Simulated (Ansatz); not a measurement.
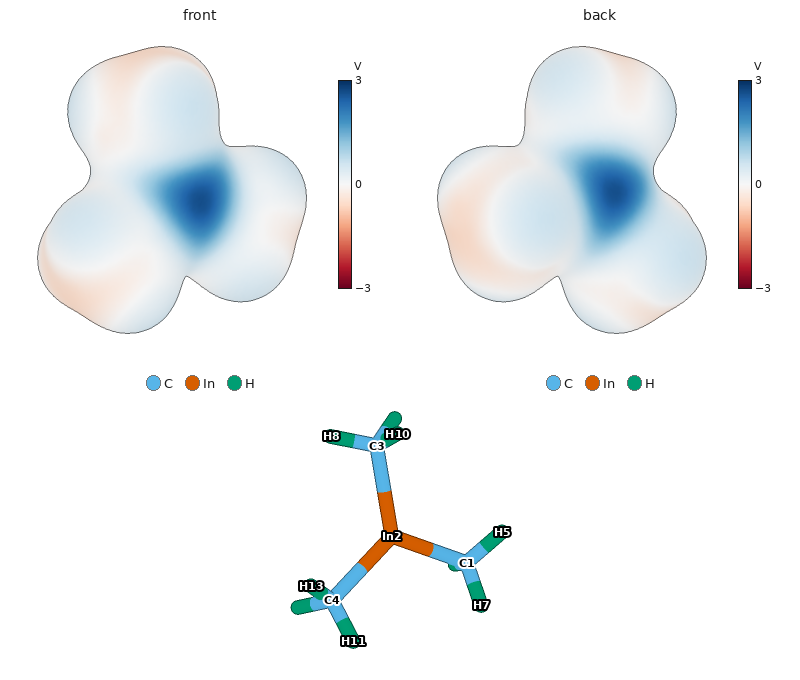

Figure. C$_{3}$H$_{9}$In (SMILES [CH3][In]([CH3])[CH3]). The electrostatic potential painted on the density surface at 0.002 e/bohr³, seen from the front and from behind; red is negative and blue positive. The bare structure is drawn below in the same view.

Geometry: PBE0-D4/def2-TZVP; core potentials replace the inner electrons of In.

Computed with RKS PBE0-D4/def2-TZVPP (Ansatz 0.2.0).

```yaml
atoms:
  - { symbol: C, position_ang: [-0.5062, 1.8979, -0.9028] }
  - { symbol: In, position_ang: [0.0079, -0.0033, -0.0069] }
  - { symbol: C, position_ang: [1.4753, -0.0886, 1.5810] }
  - { symbol: C, position_ang: [-0.9566, -1.8182, -0.6832] }
  - { symbol: H, position_ang: [0.3294, 2.5980, -0.8537] }
  - { symbol: H, position_ang: [-1.3449, 2.3394, -0.3570] }
  - { symbol: H, position_ang: [-0.8115, 1.7770, -1.9433] }
  - { symbol: H, position_ang: [1.2764, -0.9182, 2.2612] }
  - { symbol: H, position_ang: [1.5007, 0.8425, 2.1493] }
  - { symbol: H, position_ang: [2.4672, -0.2427, 1.1466] }
  - { symbol: H, position_ang: [-1.2547, -1.7439, -1.7301] }
  - { symbol: H, position_ang: [-1.8587, -1.9908, -0.0893] }
  - { symbol: H, position_ang: [-0.3040, -2.6837, -0.5571] }
```

Describe the electrostatic potential map.

Answer. The most negative region (about −0.5 V) lies over C1, C3 and C4, the most positive (about +2.6 V) over In2.
